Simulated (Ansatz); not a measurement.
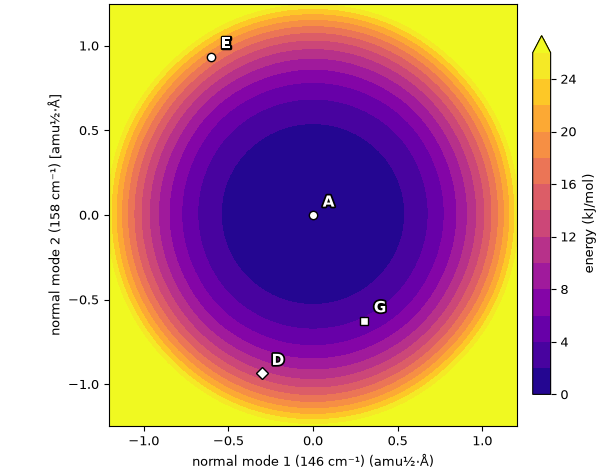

C₂H₂In, SMILES C#[C][InH], spin multiplicity 2. 
- First axis: normal mode 1 (146 cm⁻¹). Second axis: normal mode 2 (158 cm⁻¹).
- Nothing is relaxed (straight displacements along the two mass-weighted modes).
- The scan uses a 9 × 9 grid; 78 points were computed and 3 follow by symmetry.
- Points are written as (first, second).
- All energies are given in kJ/mol relative to the lowest grid point.
- These are results of Ansatz, UKS PBE-D4/def2-SVP, not measurements.

Drawn: filled contours, one colour for all values above the top of the scale, lettered points. Between grid points the surface is interpolated.

### Is D the lowest point of the computed grid?

No. D lies 12.5 kJ/mol above the lowest grid point, which is at (0.000 amu½·Å, 0.000 amu½·Å).

### What kind of point is each of A, D, E: minimum, saddle, maximum or slope?

A: minimum; D: on a slope; E: on a slope. (In these two coordinates alone; a stationary point may lie a little off the grid point.)

### Rank the lettered points by energy, lowest first.

A (0.0 kJ/mol), G (4.3 kJ/mol), D (12.5 kJ/mol), E (18.1 kJ/mol).
